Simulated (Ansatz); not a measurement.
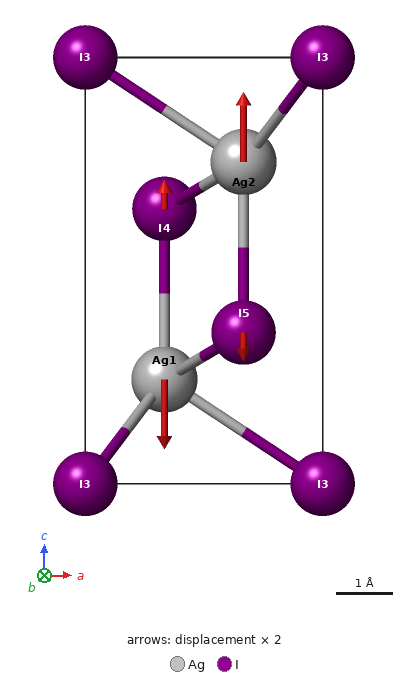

A relaxation of a crystal of Ag2I3 (built on the A-type sesquioxide_164 type) (coarse preliminary run). The starting structure is drawn; red arrows show the displacements (the part carried along by the change of the cell is left out), magnified 2 times.

The picture is a ball-and-stick view of the cell of the calculation, seen along the b axis.

Case: A-type sesquioxide type (P-3m1, No. 164).

All numbers below come from DFT PBE, scalar-relativistic, plane waves, PAW (Ansatz 0.2.0). Set-up: plane-wave cutoff 420 eV; k-point mesh 6 × 6 × 2; occupations gaussian; smearing width 0.1 eV; no spin polarisation; cell and atoms relaxed; force threshold 0.04 eV/Å; at most 70 steps.

Question: Atoms of which element are displaced furthest, and by how much?

Answer: Silver: up to 0.63 Å, against 0.27 Å for iodine.

Question: Describe the change and its energy.

Answer: After 12 accepted moves (16 points after the start) the energy has fallen by 188 meV per atom. The largest force component goes from 0.62 to 0.017 eV/Å. Pressure: 0.65 GPa at the start and 0.07 GPa at the end. The line search rejected the trial steps at points 8, 9 of the run. The SCF was repeated twice at an unchanged geometry on a basis and grid sized afresh for the cell, which shifted the energy by 9.4 meV per atom at most. The largest moves relative to the cell, 0.63 Å, are those of Ag1 and Ag2. Ag1 goes along −c. By element the largest moves are Ag 0.63 Å, I 0.27 Å. Cell: a = b 4.945 → 4.293 Å (−13.2 %), c 7.693 → 10.321 Å (+34.2 %). Volume +1.1 %. Near-neighbour distances that change, for instance: Ag1–I4 3.077 → 5.028 Å, Ag1–I3 3.421 → 3.121 Å, Ag1–I5 2.978 → 2.898 Å. Bonds break: Ag1–I4 (3.08 → 5.03 Å), Ag2–I5 (3.08 → 5.03 Å). Bond angles that change, for instance: Ag1–I5–Ag1 112.3° → 95.6°, I5–Ag1–I5 112.3° → 95.6°, I3–Ag1–I5 75.9° → 88.6°. The space group stays P-3m1 (No. 164).

Limits of the set-up: the k-point mesh is coarse for a cell with partly filled bands; an odd number of electrons was run without spin polarisation, which fails if the electron would localise.
